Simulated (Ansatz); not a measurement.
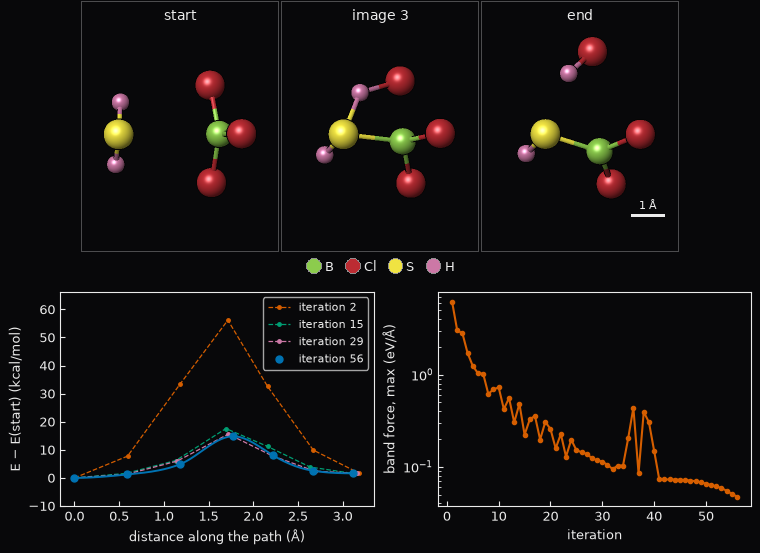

A search for the minimum-energy path of BH2SCl3, made up at the start of BCl$_{3}$ and H2S by the nudged elastic band. Images are numbered from 0 (start) to 6 (end). The plot follows the band through its iterations. Style: ball-and-stick. Shown face on.

The calculation used RKS PBE-D4/def2-SVP in Ansatz 0.2.0. Set-up: 5 movable images; climbing image; force threshold 0.05 eV/Å; iteration limit 60; optimiser FIRE; largest step 0.5 Å; starting path through a guess of the saddle point.

Question: Did the band converge, and can the barrier be trusted?

Answer: The run is converged, with reservations. The band converged in 56 iterations. The largest component of the band force went from 6.2 to 0.048 eV/Å. The climbing image converged on the top of the path. Its curvatures weren't checked. The step length is far from the usual. The first iteration put the highest image at 82.7 kcal/mol. The energy climbs by 14.8 kcal/mol to image 3 and then falls by 13.2 kcal/mol, so the end point sits at +1.6 kcal/mol.

Limits of the set-up: the start holds two separate molecules, 3.0 Å apart at their closest, whose relative position is a soft coordinate.

The run took 6.7 min on 2 threads of Intel(R) Xeon(R) Platinum 8259CL CPU @ 2.50GHz (Skylake/Cascade Lake) (shared host), peak memory 0.17 GiB.
